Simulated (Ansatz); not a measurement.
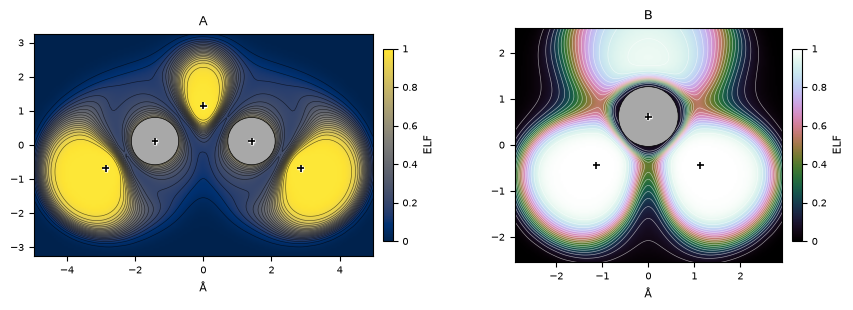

The electron localisation function of 2 systems, each on a plane through atoms (crosses mark nuclei in the plane; grey discs cover the cores).

The calculation used RKS PBE0-D4/def2-TZVPD (Ansatz).

System 1: Ag2H3 (charge −1), the molecular plane. Geometry: r2SCAN-D4/def2-TZVPD; core potentials replace the inner electrons of Ag.

```
atom    x (Å)    y (Å)    z (Å)
  Ag  -0.5965  -1.2474  -0.3194
  Ag   0.4025   1.2924   0.4262
   H   1.6024   2.4297   0.4279
   H  -0.9910   0.2296   0.5456
   H  -0.4174  -2.7043  -1.0803
```

System 2: H3Si (charge −1), the plane of atoms H2, Si1 and H4. Geometry: PBE0-D4/def2-TZVPD; the highest occupied orbital lies above zero, a sign that basis and functional describe the outermost electron poorly.

```xyz
4

Si   -0.0208   -0.0142    0.6206
H     1.3100   -0.0467   -0.1643
H    -0.6009    1.1592   -0.2009
H    -0.6882   -1.0983   -0.2554
```

Match each panel to its system.

Answer. Panel A is system 1, Ag2H3: the plane holds Ag and H. Ag–Ag (2.83 Å): the ELF is about 0.20 at the midpoint. Panel B is system 2, H3Si: the plane holds Si and H. Si–H (1.55 Å): the ELF climbs to about 1 towards the hydrogen, as it does in any bond to H.
